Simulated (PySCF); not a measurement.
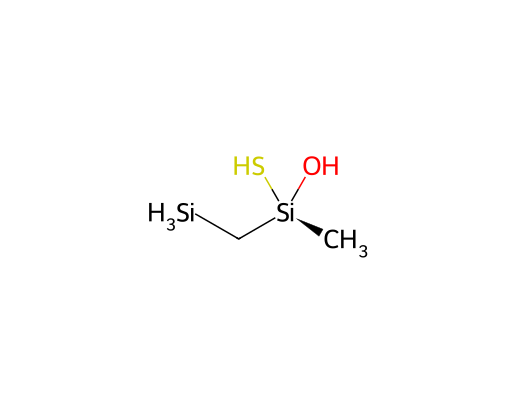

The computed structure is the end point of a GFN2-xTB optimisation. No frequency run is at hand to confirm it as a minimum. Method: PBE0/pcSseg-1, gas phase (PySCF 2.14.0).

Give the HOMO–LUMO gap at this level.

7.78 eV.

What is the HOMO energy (Kohn–Sham orbital)?

−7.22 eV.

What is the dipole moment?

0.88 D.

The geometry is semi-empirical. Around Si such bond lengths and angles can be off by a tenth of an ångström or more and by several degrees, and values that hang on the shape move with them.
